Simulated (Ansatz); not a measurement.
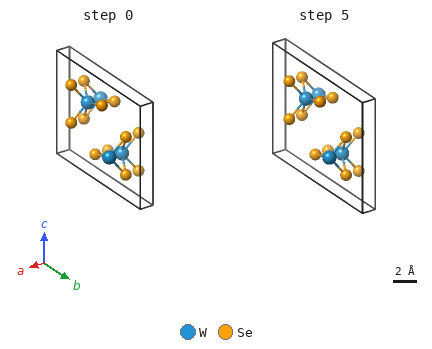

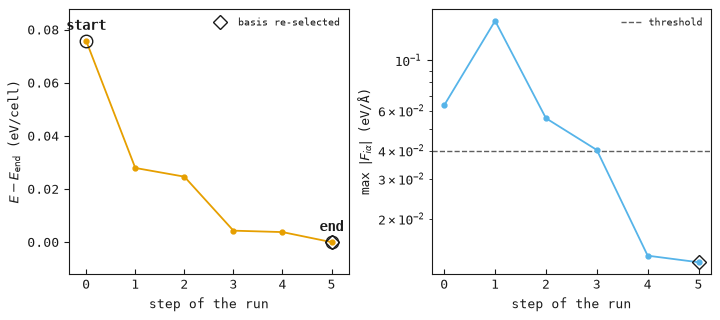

First and last geometry of a relaxation of solid WSe3 (a generated structure, set up in P6_3/mmc) (coarse preliminary run), with the history of the run. The picture is a ball-and-stick view of the cell of the calculation, seen slightly off an axis.

Method: Ansatz 0.2.0, DFT PBE, scalar-relativistic, plane waves, PAW. (plane-wave cutoff 420 eV; k-point mesh 6 × 3 × 3; occupations gaussian; smearing width 0.1 eV; collinear spin; cell and atoms relaxed; force threshold 0.04 eV/Å; at most 70 steps)

Q: What do the curves and the structures tell?

A: It converged. Over 4 accepted moves (5 points after the start) the energy falls by 75.8 meV per cell of the calculation. Largest force component: 0.063 eV/Å at the start, 0.013 eV/Å at the end. The pressure goes from 0.30 to 0.06 GPa. The SCF was repeated once at an unchanged geometry on a basis and grid sized afresh for the cell, which shifted the energy by 3.8 meV per cell of the calculation at most. The largest moves relative to the cell, 0.15 Å, are those of Se atoms. W stays in place. The volume changes by +15.1 %, with a 3.068 → 3.059 Å (−0.3 %), b = c 9.367 → 10.065 Å (+7.4 %). Among the contacts that change: W–W 3.068 → 3.059 Å. The space group stays P6_3/mmc (No. 194). Cost: 89 s on 1 thread of Arm Neoverse V2 (shared host), peak memory 0.76 GiB.

```tsv
step	E − E(0), meV/atom	largest force component, eV/Å	pressure, GPa	volume, Å³/atom	note
0	0.00	0.0635	0.30	29.145	
1	-5.98	0.1495	0.60	30.975	
2	-6.39	0.0556	0.55	32.538	
3	-8.93	0.0403	-0.10	33.227	
4	-9.00	0.0138	0.05	33.545	
5	-9.47	0.0129	0.06	33.545	same geometry, new basis
```
